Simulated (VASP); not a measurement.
# LiC6: convergence with the smearing and precision settings

Aim: find what the smearing and precision settings change for LiC6, and what they cost. The series runs use LDA. The smearing tried: ISMEAR = 0, SIGMA = 0.01; ISMEAR = 0, SIGMA = 0.05; ISMEAR = 0, SIGMA = 0.1; ISMEAR = 0, SIGMA = 0.2; ISMEAR = 0, SIGMA = 0.5; ISMEAR = 2, SIGMA = 0.01; ISMEAR = 2, SIGMA = 0.05; ISMEAR = 2, SIGMA = 0.1; ISMEAR = 2, SIGMA = 0.2; ISMEAR = 2, SIGMA = 0.5; ISMEAR = -5. The precision settings tried: PREC = Low; PREC = Medium; PREC = Normal; PREC = Single; PREC = Accurate; LREAL = Auto; ADDGRID = .TRUE.; LASPH = .TRUE.. The start is a computed cell from the Materials Project.

Calculated with VASP 6.6.1; LDA; plane waves and PAW (Li_sv, C).

**1. Set-up**

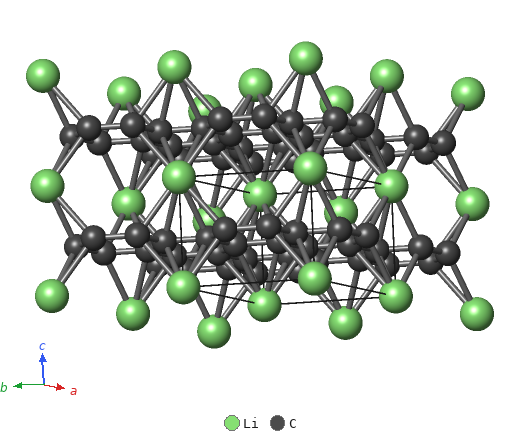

Start, viewed from a free direction; lithium green, carbon dark grey. 2×2×2 cells are drawn. Some periodic images of atoms are drawn too.

Coordinates:

```xyz
7
Lattice="4.3069 0.0000 0.0000 -2.1535 3.7299 0.0000 0.0000 0.0000 3.6495" Properties=species:S:1:pos:R:3 pbc="T T T"
Li    0.0000    0.0000    0.0000
C    -0.7184    1.2443    1.8248
C     1.4350    2.4856    1.8248
C     1.4368    0.0000    1.8248
C    -1.4350    2.4856    1.8248
C     0.7184    1.2443    1.8248
C     2.8701    0.0000    1.8248
```

**2. Smearing: ISMEAR = 0, SIGMA = 0.01**

Smearing steadies the sum over the Fermi surface at the price of an entropy term. LDA, the lowest rung, knows the local density alone.

Contents of INCAR:

```
SYSTEM = LiC6
PREC = Accurate
ENCUT = 650
EDIFF = 1E-06
NELM = 100
ISMEAR = 0
SIGMA = 0.01
LREAL = .FALSE.
ALGO = Normal
GGA = CA
NBANDS = 20
LORBIT = 11
LWAVE = .FALSE.
LCHARG = .FALSE.
KPAR = 8
ISIF = 2
```

Contents of POSCAR:

```
LiC6
1.0
    4.3069321529      0.0000000000      0.0000000000
   -2.1534660765      3.7299126568      0.0000000000
    0.0000000000      0.0000000000      3.6495039000
Li C
1 6
Direct
    0.0000000000      0.0000000000      0.0000000000
    0.0000000000      0.3336124000      0.5000000000
    0.6663876000      0.6663876000      0.5000000000
    0.3336124000      0.0000000000      0.5000000000
    0.0000000000      0.6663876000      0.5000000000
    0.3336124000      0.3336124000      0.5000000000
    0.6663876000      0.0000000000      0.5000000000
```

Contents of KPOINTS:

```
Automatic mesh
0
Gamma
7 7 7
0 0 0
```

PAW data sets: Li_sv and C (PBE family, release 64).

Launch:

```bash
$ mpirun -np 8 vasp_std
```

The log of the run:

```text
[banner, memory and clock lines left out]
running    8 mpi-ranks, on    1 nodes
 distrk:  each k-point on    1 cores,    8 groups
 distr:  one band on    1 cores,    1 groups

 POSCAR found type information on POSCAR LiC
 POSCAR found :  2 types and       7 ions
|                                                                             |
|           W    W    AA    RRRRR   N    N  II  N    N   GGGG   !!!           |
|           W    W   A  A   R    R  NN   N  II  NN   N  G    G  !!!           |
|           W    W  A    A  R    R  N N  N  II  N N  N  G       !!!           |
|           W WW W  AAAAAA  RRRRR   N  N N  II  N  N N  G  GGG   !            |
|           WW  WW  A    A  R   R   N   NN  II  N   NN  G    G                |
|           W    W  A    A  R    R  N    N  II  N    N   GGGG   !!!           |
|                                                                             |
|     For optimal performance we recommend to set                             |
|       NCORE = 2 up to number-of-cores-per-socket                            |
|     NCORE specifies how many cores store one orbital (NPAR=cpu/NCORE).      |
|     This setting can greatly improve the performance of VASP for DFT.       |
|     The default, NCORE=1 might be grossly inefficient on modern             |
|     multi-core architectures or massively parallel machines. Do your        |
|     Unfortunately you need to use the default for GW and RPA                |
|     calculations (for HF NCORE is supported but not extensively tested      |
|     yet).                                                                   |
|                                                                             |

|                                                                             |
|               ----> ADVICE to this user running VASP <----                  |
|                                                                             |
|     You enforced a specific xc type in the INCAR file but a different       |
|     [... a line on the potential file left out ...]
|     I HOPE YOU KNOW WHAT YOU ARE DOING!                                     |
|                                                                             |

 LDA part: xc-table for (Slater(with rela. corr.)+CA(PZ))
 , standard interpolation
 POSCAR, INCAR and KPOINTS ok, starting setup
 FFT: planning ... GRIDC
 FFT: planning ... GRID_SOFT
 FFT: planning ... GRID
 WAVECAR not read
 entering main loop
       N       E                     dE             d eps       ncg     rms          rms(c)
DAV:   1     0.109950418174E+03    0.10995E+03   -0.14883E+04  1280   0.149E+03
DAV:   2    -0.586148201727E+02   -0.16857E+03   -0.16292E+03  1732   0.277E+02
DAV:   3    -0.667783512902E+02   -0.81635E+01   -0.80947E+01  1764   0.602E+01
DAV:   4    -0.671428223984E+02   -0.36447E+00   -0.36415E+00  2336   0.107E+01
DAV:   5    -0.671460834172E+02   -0.32610E-02   -0.32607E-02  1780   0.982E-01    0.105E+01
DAV:   6    -0.640332486580E+02    0.31128E+01   -0.35806E+00  1476   0.982E+00    0.586E+00
DAV:   7    -0.632173347750E+02    0.81591E+00   -0.31237E+00  1600   0.911E+00    0.179E+00
DAV:   8    -0.632307650427E+02   -0.13430E-01   -0.22787E-01  1708   0.265E+00    0.274E-01
DAV:   9    -0.632282898347E+02    0.24752E-02   -0.13427E-02  1776   0.632E-01    0.136E-01
DAV:  10    -0.632283448736E+02   -0.55039E-04   -0.85584E-04  1848   0.182E-01    0.659E-02
DAV:  11    -0.632283330591E+02    0.11815E-04   -0.57947E-05  1740   0.527E-02    0.111E-02
DAV:  12    -0.632283331343E+02   -0.75225E-07   -0.59538E-06  2284   0.108E-02
   1 F= -.63228333E+02 E0= -.63228204E+02  d E =-.258702E-03
```

Elapsed: 8.6 s, on 8 MPI ranks of AMD EPYC 7R43, shared host; peak memory 1.2 GiB; 60 s of CPU time.

Lines that name or quote the potential files are left out of all logs, and their timing lines are given in words.

OUTCAR, selected parts (step 2):

```text
ion  position               nearest neighbor table
   1  0.000  0.000  0.000-   3 2.32   6 2.32   3 2.32   6 2.32   4 2.32   4 2.32   7 2.32   7 2.32
                             5 2.32   5 2.32   2 2.32   2 2.32
   2  0.000  0.334  0.500-   5 1.43   7 1.44   6 1.44   1 2.32   1 2.32
   3  0.666  0.666  0.500-   6 1.43   5 1.44   7 1.44   1 2.32   1 2.32
   4  0.334  0.000  0.500-   7 1.43   5 1.44   6 1.44   1 2.32   1 2.32
   5  0.000  0.666  0.500-   2 1.43   4 1.44   3 1.44   1 2.32   1 2.32
   6  0.334  0.334  0.500-   3 1.43   2 1.44   4 1.44   1 2.32   1 2.32
   7  0.666  0.000  0.500-   4 1.43   2 1.44   3 1.44   1 2.32   1 2.32

  LATTYP: Found a hexagonal cell.
 ALAT       =     4.3069321529
 C/A-ratio  =     0.8473557907

 Subroutine GETGRP returns: Found 24 space group operations
 (whereof 24 operations were pure point group operations)

The static configuration has the point symmetry D_6h.

 Found     32 irreducible k-points:

   k-points           NKPTS =     32   k-points in BZ     NKDIM =     32   number of bands    NBANDS=     20

   dimension x,y,z NGX =    36 NGY =   36 NGZ =   30
   dimension x,y,z NGXF=    72 NGYF=   72 NGZF=   60

   ENCUT  =  650.0 eV  47.77 Ry    6.91 a.u.   8.95  8.95  7.59*2*pi/ulx,y,z

   NELECT =      27.0000    total number of electrons

 k-points in reciprocal lattice and weights: Automatic mesh
   0.00000000  0.00000000  0.00000000       0.003
   0.14285714 -0.00000000  0.00000000       0.017
   0.28571429  0.00000000  0.00000000       0.017
   0.42857143 -0.00000000  0.00000000       0.017
   0.14285714  0.14285714  0.00000000       0.017
   0.28571429  0.14285714  0.00000000       0.035
   0.42857143  0.14285714  0.00000000       0.017
   0.28571429  0.28571429  0.00000000       0.017
   0.00000000  0.00000000  0.14285714       0.006
[...]
0.42857143  0.14285714  0.42857143       0.035
   0.28571429  0.28571429  0.42857143       0.035

 average (electrostatic) potential at core
       1 -59.3961       2 -50.1095       3 -50.1095       4 -50.1095       5 -50.1095
       6 -50.1095       7 -50.1095

 E-fermi :   6.2682

 k-point     1 :       0.0000    0.0000    0.0000
  band No.  band energies     occupation
    ...
     11       1.8959      2.00000
     12       4.8696      2.00000
     13       4.8696      2.00000
     14       5.2170      2.00000
     15       5.2170      2.00000
     16       7.5532      0.00000
     17      12.5249      0.00000
     18      12.5249      0.00000
     19      13.3603      0.00000
     20      13.3604      0.00000

 k-point     2 :       0.1429   -0.0000    0.0000
  band No.  band energies     occupation
    ...
     10       1.2783      2.00000
     11       1.5477      2.00000
     12       3.5588      2.00000
     13       3.9177      2.00000
     14       6.0694      2.00000
     15       6.5038      0.00000
     16       7.6817      0.00000
     17      12.3969      0.00000
     18      12.6057      0.00000
     19      13.1222      0.00000
    ...

 k-point     3 :       0.2857    0.0000    0.0000
  band No.  band energies     occupation
    ...
      9      -1.6978      2.00000
     10      -0.1774      2.00000
     11       0.5946      2.00000
     12       1.9624      2.00000
     13       3.1694      2.00000
     14       6.5230      0.00000
     15       8.0666      0.00000
     16       8.2379      0.00000
     17      11.4438      0.00000
     18      12.3172      0.00000
    ...

  Total       -1.6759307     -1.6759307     -0.6033860      0.0000000     -0.0000000      0.0000000
  in kB      -45.8000677    -45.8000677    -16.4894154      0.0000000     -0.0000000      0.0000000
  external PRESSURE =     -36.0298503 kB  Pullay stress =       0.0000000 kB

  energy-cutoff  :      650.00
  volume of cell :       58.63
      direct lattice vectors                 reciprocal lattice vectors
     4.306932153  0.000000000  0.000000000     0.232183829  0.134051396  0.000000000
    -2.153466076  3.729912657  0.000000000     0.000000000  0.268102793  0.000000000
     0.000000000  0.000000000  3.649503900     0.000000000  0.000000000  0.274009846

 POSITION                                       TOTAL-FORCE (eV/Angst)
 -----------------------------------------------------------------------------------
      0.00000      0.00000      0.00000        -0.000000      0.000000      0.000000
     -0.71842      1.24435      1.82475        -0.014630      0.025340      0.000000
      1.43504      2.48557      1.82475        -0.014630     -0.025340     -0.000000
      1.43685      0.00000      1.82475         0.029260      0.000000      0.000000
     -1.43504      2.48557      1.82475         0.014630     -0.025340      0.000000
      0.71842      1.24435      1.82475         0.014630      0.025340     -0.000000
      2.87009      0.00000      1.82475        -0.029260      0.000000      0.000000
 -----------------------------------------------------------------------------------
    total drift:                               -0.000000     -0.000000     -0.000000

  FREE ENERGIE OF THE ION-ELECTRON SYSTEM (eV)
  ---------------------------------------------------
  free  energy   TOTEN  =       -63.2283331343 eV

  energy  without entropy=      -63.2280744320  energy(sigma->0) =      -63.22820378

 total charge
# of ion       s       p       d       tot
------------------------------------------
    1        2.016   0.080   0.000   2.096
    2        0.831   1.797   0.000   2.628
    3        0.831   1.797   0.000   2.628
    4        0.831   1.797   0.000   2.628
    5        0.831   1.797   0.000   2.628
    6        0.831   1.797   0.000   2.628
    7        0.831   1.797   0.000   2.628
--------------------------------------------------
tot          7.001  10.864   0.000  17.865

[... 3 further parts left out ...]
```

This run has no spin polarisation. Its electron count is odd, so without a moment it is a metal by construction. The PAW data sets were made with PBE, though LDA sets exist; this is a small mismatch.

Numbers from this step:

- SCF cycles: 12
- electrons: 27
- bands: 20
- irreducible k-points: 32
- symmetry operations: 24
- free energy (TOTEN): -63.2283 eV
- energy at zero smearing: -63.2282 eV
- Fermi energy: 6.268 eV
- pressure: -3.603 GPa
- metallic: yes

The series starts at -9.0326 eV an atom and -3.60 GPa, after 12 cycles in 8.6 s. The entropy term T·S comes to 0.04 meV an atom in size.

**3. Smearing: ISMEAR = 0, SIGMA = 0.05**

INCAR: that of step 2 with these lines changed.

```diff
@@ -6,3 +6,3 @@
 ISMEAR = 0
-SIGMA = 0.01
+SIGMA = 0.05
 LREAL = .FALSE.
```

POSCAR is that of step 2.

KPOINTS is that of step 2.

Launch:

```bash
$ mpirun -np 8 vasp_std
```

The log of the run:

```text
[banner, memory and clock lines left out]
running    8 mpi-ranks, on    1 nodes
[...]
[... a notice as in an earlier step ...]

 [... a notice as in an earlier step ...]

 LDA part: xc-table for (Slater(with rela. corr.)+CA(PZ))
 , standard interpolation
 POSCAR, INCAR and KPOINTS ok, starting setup
[...]
entering main loop
       N       E                     dE             d eps       ncg     rms          rms(c)
DAV:   1     0.109948997517E+03    0.10995E+03   -0.14883E+04  1280   0.149E+03
DAV:   2    -0.586165688994E+02   -0.16857E+03   -0.16293E+03  1732   0.277E+02
DAV:   3    -0.667789906476E+02   -0.81624E+01   -0.80899E+01  1764   0.602E+01
DAV:   4    -0.671435417135E+02   -0.36455E+00   -0.36420E+00  2336   0.107E+01
[...]
DAV:  10    -0.632296107704E+02   -0.57585E-04   -0.89665E-04  1856   0.186E-01    0.689E-02
DAV:  11    -0.632295958318E+02    0.14939E-04   -0.65384E-05  1748   0.555E-02    0.115E-02
DAV:  12    -0.632295959085E+02   -0.76651E-07   -0.64252E-06  2276   0.115E-02
   1 F= -.63229596E+02 E0= -.63228417E+02  d E =-.235841E-02
```

The job ended after 9.6 s (8 MPI ranks; peak memory 1.3 GiB; 69 s of CPU time).

Parts of OUTCAR (step 3):

```text
  Total       -1.6798768     -1.6798768     -0.6061340      0.0000000      0.0000000      0.0000000
  in kB      -45.9079059    -45.9079059    -16.5645147      0.0000000      0.0000000      0.0000000
  external PRESSURE =     -36.1267755 kB  Pullay stress =       0.0000000 kB

 POSITION                                       TOTAL-FORCE (eV/Angst)
 -----------------------------------------------------------------------------------
      0.00000      0.00000      0.00000        -0.000000     -0.000000      0.000000
     -0.71842      1.24435      1.82475        -0.011225      0.019442      0.000000
      1.43504      2.48557      1.82475        -0.011225     -0.019442      0.000000
      1.43685      0.00000      1.82475         0.022450     -0.000000      0.000000
     -1.43504      2.48557      1.82475         0.011225     -0.019442     -0.000000
      0.71842      1.24435      1.82475         0.011225      0.019442      0.000000
      2.87009      0.00000      1.82475        -0.022450     -0.000000     -0.000000
 -----------------------------------------------------------------------------------
    total drift:                               -0.000000     -0.000000     -0.000000

  FREE ENERGIE OF THE ION-ELECTRON SYSTEM (eV)
  ---------------------------------------------------
  free  energy   TOTEN  =       -63.2295959085 eV

  energy  without entropy=      -63.2272374956  energy(sigma->0) =      -63.22841670

[... 2 parts as in an earlier step ...]

[... 1 further part left out ...]
[key lines of the parts left out:]
E-fermi :   6.2906
```

Against the run before the energy at zero width moves by -0.03 meV an atom and the pressure by -0.01 GPa, after 12 cycles in 9.6 s. The entropy term T·S comes to 0.34 meV an atom in size.

**4. Smearing: ISMEAR = 0, SIGMA = 0.1**

INCAR: that of step 3 with these lines changed.

```diff
@@ -6,3 +6,3 @@
 ISMEAR = 0
-SIGMA = 0.05
+SIGMA = 0.1
 LREAL = .FALSE.
```

POSCAR is that of step 3.

KPOINTS is that of step 3.

Launch:

```bash
$ mpirun -np 8 vasp_std
```

The log of the run:

```text
[... set-up lines as in an earlier step ...]
 entering main loop
       N       E                     dE             d eps       ncg     rms          rms(c)
DAV:   1     0.109947015151E+03    0.10995E+03   -0.14883E+04  1280   0.149E+03
DAV:   2    -0.586202906988E+02   -0.16857E+03   -0.16294E+03  1732   0.277E+02
DAV:   3    -0.667810721409E+02   -0.81608E+01   -0.80824E+01  1764   0.601E+01
DAV:   4    -0.671458446990E+02   -0.36477E+00   -0.36440E+00  2336   0.107E+01
[...]
DAV:  10    -0.632334481960E+02   -0.66022E-04   -0.99857E-04  1848   0.195E-01    0.698E-02
DAV:  11    -0.632334291713E+02    0.19025E-04   -0.79948E-05  1692   0.601E-02    0.110E-02
DAV:  12    -0.632334292339E+02   -0.62578E-07   -0.58938E-06  2272   0.120E-02
   1 F= -.63233429E+02 E0= -.63228462E+02  d E =-.993422E-02
```

Run time: 8.6 s. Hardware: 8 MPI ranks; peak memory 1.2 GiB; 62 s of CPU time.

From OUTCAR (step 4):

```text
  Total       -1.6713922     -1.6713922     -0.6600936      0.0000000      0.0000000     -0.0000000
  in kB      -45.6760396    -45.6760396    -18.0391305      0.0000000      0.0000000     -0.0000000
  external PRESSURE =     -36.4637366 kB  Pullay stress =       0.0000000 kB

 POSITION                                       TOTAL-FORCE (eV/Angst)
 -----------------------------------------------------------------------------------
      0.00000      0.00000      0.00000         0.000000      0.000000      0.000000
     -0.71842      1.24435      1.82475        -0.001510      0.002615     -0.000000
      1.43504      2.48557      1.82475        -0.001510     -0.002615      0.000000
      1.43685      0.00000      1.82475         0.003019      0.000000      0.000000
     -1.43504      2.48557      1.82475         0.001510     -0.002615      0.000000
      0.71842      1.24435      1.82475         0.001510      0.002615     -0.000000
      2.87009      0.00000      1.82475        -0.003019     -0.000000      0.000000
 -----------------------------------------------------------------------------------
    total drift:                               -0.000000     -0.000000     -0.000000

  FREE ENERGIE OF THE ION-ELECTRON SYSTEM (eV)
  ---------------------------------------------------
  free  energy   TOTEN  =       -63.2334292339 eV

  energy  without entropy=      -63.2234950096  energy(sigma->0) =      -63.22846212

[... 2 parts as in an earlier step ...]

[... 1 further part left out ...]
[key lines of the parts left out:]
E-fermi :   6.2851
```

Against the run before the energy at zero width moves by -0.01 meV an atom and the pressure by -0.03 GPa, after 12 cycles in 8.6 s. The entropy term T·S comes to 1.42 meV an atom in size.

**5. Smearing: ISMEAR = 0, SIGMA = 0.2**

INCAR: that of step 4 with these lines changed.

```diff
@@ -6,3 +6,3 @@
 ISMEAR = 0
-SIGMA = 0.1
+SIGMA = 0.2
 LREAL = .FALSE.
```

POSCAR is that of step 4.

KPOINTS is that of step 4.

Launch:

```bash
$ mpirun -np 8 vasp_std
```

The log of the run:

```text
[... set-up lines as in an earlier step ...]
 entering main loop
       N       E                     dE             d eps       ncg     rms          rms(c)
DAV:   1     0.109941558848E+03    0.10994E+03   -0.14883E+04  1280   0.149E+03
DAV:   2    -0.586323754638E+02   -0.16857E+03   -0.16297E+03  1732   0.277E+02
DAV:   3    -0.667897984533E+02   -0.81574E+01   -0.80766E+01  1764   0.601E+01
DAV:   4    -0.671548990078E+02   -0.36510E+00   -0.36472E+00  2336   0.107E+01
[...]
DAV:  10    -0.632458291832E+02   -0.63461E-04   -0.98734E-04  1832   0.195E-01    0.721E-02
DAV:  11    -0.632458086893E+02    0.20494E-04   -0.84467E-05  1708   0.615E-02    0.116E-02
DAV:  12    -0.632458087732E+02   -0.83974E-07   -0.63662E-06  2264   0.124E-02
   1 F= -.63245809E+02 E0= -.63231356E+02  d E =-.289061E-01
```

It took 11 s on 8 MPI ranks; peak memory 1.2 GiB.

From OUTCAR (step 5):

```text
  Total       -1.6688793     -1.6688793     -0.6971377      0.0000000      0.0000000     -0.0000000
  in kB      -45.6073661    -45.6073661    -19.0514760      0.0000000      0.0000000     -0.0000000
  external PRESSURE =     -36.7554027 kB  Pullay stress =       0.0000000 kB

 POSITION                                       TOTAL-FORCE (eV/Angst)
 -----------------------------------------------------------------------------------
      0.00000      0.00000      0.00000         0.000000     -0.000000      0.000000
     -0.71842      1.24435      1.82475         0.006357     -0.011010     -0.000000
      1.43504      2.48557      1.82475         0.006357      0.011010      0.000000
      1.43685      0.00000      1.82475        -0.012713     -0.000000     -0.000000
     -1.43504      2.48557      1.82475        -0.006357      0.011010      0.000000
      0.71842      1.24435      1.82475        -0.006357     -0.011010     -0.000000
      2.87009      0.00000      1.82475         0.012713     -0.000000      0.000000
 -----------------------------------------------------------------------------------
    total drift:                               -0.000000     -0.000000     -0.000000

  FREE ENERGIE OF THE ION-ELECTRON SYSTEM (eV)
  ---------------------------------------------------
  free  energy   TOTEN  =       -63.2458087732 eV

  energy  without entropy=      -63.2169026908  energy(sigma->0) =      -63.23135573

[... 2 parts as in an earlier step ...]

[... 1 further part left out ...]
[key lines of the parts left out:]
E-fermi :   6.2579
```

Against the run before the energy at zero width moves by -0.41 meV an atom and the pressure by -0.03 GPa, after 12 cycles in 11 s. The entropy term T·S comes to 4.13 meV an atom in size.

(Part 1 of 4 ends here.)

[Lines on the potential files, build, host, timing and source positions are cut from VASP's logs without a mark.]

[Logs are printed without paths, hosts, clocks, repeated set-up lines and the standing remarks that a program may print on its own settings, such as how far it seeks lower states.]

[Hosts, paths, dates, database ids (printed as entryN), source tags and the programs' standing remarks are cut or masked in the printed files.]

[A measured line is paired with the nearest computed mode of its activity, which favours agreement.]

[In band tables of VASP the shares of atoms and orbitals are scaled to a sum of 1 inside the atoms' spheres.]
